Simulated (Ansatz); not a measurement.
The reference is WSe₂ (space group P6_3/mmc, No. 194; a = 3.2305 Å, c = 12.4111 Å; layered, stacked along the Cartesian z axis). Axes: x lies along a and z along c of the hexagonal cell.

One thing is altered: biaxial strain +1.20 %, plane normal [001], relaxed out of plane (Cartesian); in-plane vectors clamped, the third vector and the atoms free.

Level of theory: PBEsol-D3(BJ) in Ansatz (plane waves to 420 eV, PAW, spin-orbit coupling left out).

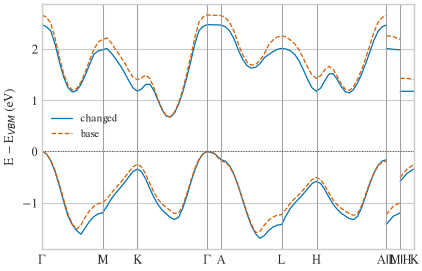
Figure: Highest valence and lowest conduction band along the path, each from its own valence-band maximum

### Question
Read the changed gap and its character from the plot.

### Answer
About 0.7 eV, indirect, Γ → K–Γ (47 % along).

With W present, leaving out spin-orbit coupling can change the band edges. No phonon test of stability was made.

Ansatz is an electronic-structure program.
